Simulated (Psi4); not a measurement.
# MP3/def2-TZVP (core potential) run of SnSe (SMILES [Se][Sn])

Aim: the energy change on altering one bond length of SnSe at MP3/def2-TZVP (core potential), from 2 runs. 

The results are computed with Psi4 1.11.

2 further runs of the same task are left out: 2 set aside as unsound or not needed.

## Step 1: Starting point

The species is SnSe (2 atoms), meant as a singlet with charge 0. SMILES: `[Se][Sn]`. Geometry: relaxed at PBE0-D4/def2-TZVP.

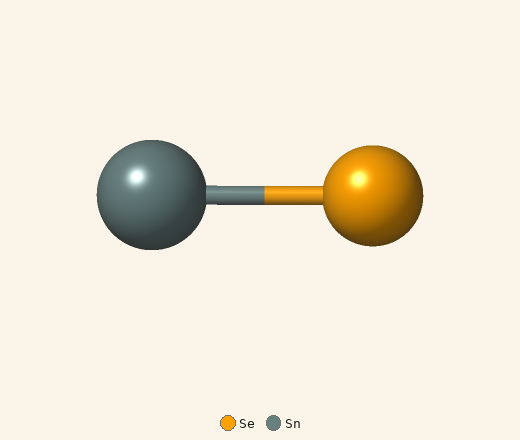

Viewed from a chosen angle; selenium orange, tin teal.

## Step 2: The energy at MP3/def2-TZVP (core potential)

Input file sesn.xyz:

```xyz
2
SeSn
Se     0.000000     0.000000     0.006530
Sn     0.000000     0.000000     2.331810
```

Input file sesn.py:

```python
import psi4

psi4.set_memory('2200 MB')
psi4.set_num_threads(1)
psi4.set_output_file('run.log', False)

with open('sesn.xyz') as f:
    atoms = ''.join(f.readlines()[2:])
geom = psi4.geometry('0 1\n' + atoms + 'symmetry c1')

psi4.set_options({
    'basis': 'def2-TZVP',
    'reference': 'rhf',
    'puream': True,
    'e_convergence': 1e-09,
    'd_convergence': 1e-08,
    'scf_type': 'pk',
    'num_frozen_docc': 13,
    'mp_type': 'conv',
})

e = psi4.energy("mp3")
print('E =', round(e, 9))
```

Run with:

```
python sesn.py
```

run.log:

```text
[...]
    !!!  WARNING: ECP capability is in beta. Please check occupations closely.  !!!
[...]
  Running in c1 symmetry.
[...]
  Nuclear repulsion =  170.226619409774287
[...]
  Multiplicity = 1
[...]
  Nalpha       = 28
  Nbeta        = 28
[...]
    Number of basis functions: 98
[...]
 WARNING: Atomic UHF is not converging! Try casting from a smaller basis or call Rob at CCMST.
   -------------------------
[...]
   @RHF iter   1: -2612.46083973919622   -3.55026e+00   1.93223e-02 ADIIS/DIIS
[...]
   @RHF iter  14: -2613.25292288842684   -2.09184e-11   8.57296e-09 DIIS
[...]
    Orbital Energies [Eh]
    ---------------------
    Doubly Occupied:
       1A   -460.796987     2A    -60.601184     3A    -54.201345
       4A    -54.201345     5A    -54.201255     6A     -8.865678
       7A     -6.597277     8A     -6.596279     9A     -6.596279
      10A     -5.895094    11A     -4.084518    12A     -4.084518
      13A     -4.075716    14A     -2.584597    15A     -2.583766
      16A     -2.583766    17A     -2.583033    18A     -2.583033
      19A     -1.352227    20A     -1.352227    21A     -1.344869
      22A     -1.342907    23A     -1.342907    24A     -0.848878
      25A     -0.540086    26A     -0.344551    27A     -0.333340
      28A     -0.333340
[...]
  @RHF Final Energy: -2613.25292288842684
   => Energetics <=
    Nuclear Repulsion Energy =            170.2266194097742869
    One-Electron Energy =               -4061.2570769114981886
    Two-Electron Energy =                1277.7775346132968934
    Total Energy =                      -2613.2529228884268377
[...]
 Multipole Moments:
 ------------------------------------------------------------------------------------
     Multipole            Electronic (a.u.)      Nuclear  (a.u.)        Total (a.u.)
 ------------------------------------------------------------------------------------
 L = 1.  Multiply by 2.5417464519 to convert [e a0] to [Debye]
 Dipole X            :         -0.0000001            0.0000000           -0.0000001
 Dipole Y            :          0.0000002            0.0000000            0.0000002
 Dipole Z            :         52.5151343          -50.9855577            1.5295765
 Magnitude           :                                                    1.5295765
[...]
	SCS-MP2 Total Energy (a.u.)        : -2613.76684750719687
	SOS-MP2 Total Energy (a.u.)        : -2613.74156707602242
[...]
	SOS-PI-MP2 Total Energy (a.u.)     : -2613.77915509045260
[...]
	MP2 Total Energy (a.u.)            : -2613.81740836954668
[...]
	SCS-MP3 Total Energy (a.u.)        : -2613.76248340005804
[...]
	MP3 Total Energy (a.u.)            : -2613.79995194099092
[...]
```

Standard output:

```text
E = -2613.799951941
```

It took 23 s on 1 thread of Intel Xeon at 2.50GHz (Skylake/Cascade Lake), shared host; peak memory 0.74 GiB.

## Step 3: The distorted shape

Input file sesn.json:

```json
{
  "schema_name": "qcschema_input",
  "schema_version": 1,
  "molecule": {
    "schema_name": "qcschema_molecule",
    "schema_version": 2,
    "symbols": ["Se", "Sn"],
    "geometry": [0.0, 0.0, -0.64683436, 0.0, 0.0, 4.40648227],
    "molecular_charge": 0,
    "molecular_multiplicity": 1,
    "fix_symmetry": "c1"
  },
  "driver": "energy",
  "model": {
    "method": "mp3",
    "basis": "def2-TZVP"
  },
  "keywords": {
    "reference": "rhf",
    "puream": true,
    "e_convergence": 1e-09,
    "d_convergence": 1e-08,
    "scf_type": "pk",
    "num_frozen_docc": 13,
    "mp_type": "conv"
  }
}
```

Run with:

```
psi4 --qcschema sesn.json -n 1 --memory 2200MB
```

stdout:

```text
[...]
    !!!  WARNING: ECP capability is in beta. Please check occupations closely.  !!!
[...]
  Running in c1 symmetry.
[...]
  Nuclear repulsion =  148.021597451335708
[...]
  Multiplicity = 1
[...]
  Nalpha       = 28
  Nbeta        = 28
[...]
    Number of basis functions: 98
[...]
 WARNING: Atomic UHF is not converging! Try casting from a smaller basis or call Rob at CCMST.
   -------------------------
[...]
   @RHF iter   1: -2612.31426442691372   -3.75113e+00   1.96473e-02 ADIIS/DIIS
[...]
   @RHF iter  16: -2613.21674457415747   -2.27374e-11   4.55306e-09 DIIS
[...]
    Orbital Energies [Eh]
    ---------------------
    Doubly Occupied:
       1A   -460.788504     2A    -60.590953     3A    -54.191479
       4A    -54.191016     5A    -54.191016     6A     -8.853805
       7A     -6.585817     8A     -6.583639     9A     -6.583639
      10A     -5.922984    11A     -4.112401    12A     -4.112401
      13A     -4.102281    14A     -2.573704    15A     -2.572480
      16A     -2.572480    17A     -2.569555    18A     -2.569555
      19A     -1.379975    20A     -1.379975    21A     -1.369095
      22A     -1.369095    23A     -1.366801    24A     -0.803048
      25A     -0.553190    26A     -0.331153    27A     -0.301490
      28A     -0.301490
[...]
  @RHF Final Energy: -2613.21674457415747
   => Energetics <=
    Nuclear Repulsion Energy =            148.0215974513357082
    One-Electron Energy =               -4016.8306381522943411
    Two-Electron Energy =                1255.5922961268013296
    Total Energy =                      -2613.2167445741570191
[...]
 Multipole Moments:
 ------------------------------------------------------------------------------------
     Multipole            Electronic (a.u.)      Nuclear  (a.u.)        Total (a.u.)
 ------------------------------------------------------------------------------------
 L = 1.  Multiply by 2.5417464519 to convert [e a0] to [Debye]
 Dipole X            :          0.0000000            0.0000000            0.0000000
 Dipole Y            :          0.0000002            0.0000000            0.0000002
 Dipole Z            :         60.9675474          -58.6340053            2.3335421
 Magnitude           :                                                    2.3335421
[...]
	SCS-MP2 Total Energy (a.u.)        : -2613.73747406812163
	SOS-MP2 Total Energy (a.u.)        : -2613.71263907007051
[...]
	SOS-PI-MP2 Total Energy (a.u.)     : -2613.75078480052525
[...]
	MP2 Total Energy (a.u.)            : -2613.78714406422341
[...]
	SCS-MP3 Total Energy (a.u.)        : -2613.73220051563248
[...]
	MP3 Total Energy (a.u.)            : -2613.76604985426729
[...]
```

The result, in JSON:

```text
{
 "driver": "energy",
 "model": {
  "method": "mp3",
  "basis": "def2-TZVP"
 },
 "success": true,
 "return_result": -2613.7660498542673,
 "properties": {
  "calcinfo_nbasis": 98,
  "calcinfo_nmo": 98,
  "calcinfo_nalpha": 28,
  "calcinfo_nbeta": 28,
  "calcinfo_natom": 2,
  "nuclear_repulsion_energy": 148.0215974513357,
  "return_energy": -2613.7660498542673,
  "scf_one_electron_energy": -4016.8306381522943,
  "scf_two_electron_energy": 1255.5922961268013,
  "scf_dipole_moment": [9.194863323936756e-09, 2.206029268031791e-07, 2.3335421184686638],
  "scf_total_energy": -2613.2167445741575,
  "scf_iterations": 16,
  "mp2_same_spin_correlation_energy": -0.18894218551759542,
  "mp2_opposite_spin_correlation_energy": -0.38145730454851584,
  "mp2_singles_energy": 0.0,
  "mp2_doubles_energy": -0.5703994900661112,
  "mp2_correlation_energy": -0.5703994900659382,
  "mp2_total_energy": -2613.7871440642234
 }
}
```

Wall time 22 s (1 thread of Intel Xeon at 2.50GHz (Skylake/Cascade Lake), shared host); peak memory 0.74 GiB.

## Step 4: What came out

At MP3/def2-TZVP (core potential), 13 core orbitals frozen:

| quantity | value |
| --- | --- |
| first shape: total energy | -2613.79995 Eh |
| first shape: HOMO energy (Hartree–Fock orbitals) | -9.07 eV |
| first shape: LUMO energy (Hartree–Fock orbitals) | -0.02 eV |
| first shape: HOMO–LUMO gap (Hartree–Fock orbitals) | 9.05 eV |
| first shape: correlation energy (13 core orbitals frozen) | -547.0 mEh |
| distorted shape: total energy | -2613.76605 Eh |
| distorted shape: HOMO energy (Hartree–Fock orbitals) | -8.20 eV |
| distorted shape: LUMO energy (Hartree–Fock orbitals) | -0.71 eV |
| distorted shape: HOMO–LUMO gap (Hartree–Fock orbitals) | 7.50 eV |
| distorted shape: correlation energy (13 core orbitals frozen) | -549.3 mEh |
| energy change with the Se1–Sn2 bond stretched from 2.325 to 2.674 Å | 0.923 eV |

With the Se1–Sn2 bond stretched from 2.325 to 2.674 Å the energy rises by 0.92 eV (89.0 kJ/mol). The first shape isn't relaxed at this level, so the change isn't measured from a minimum.
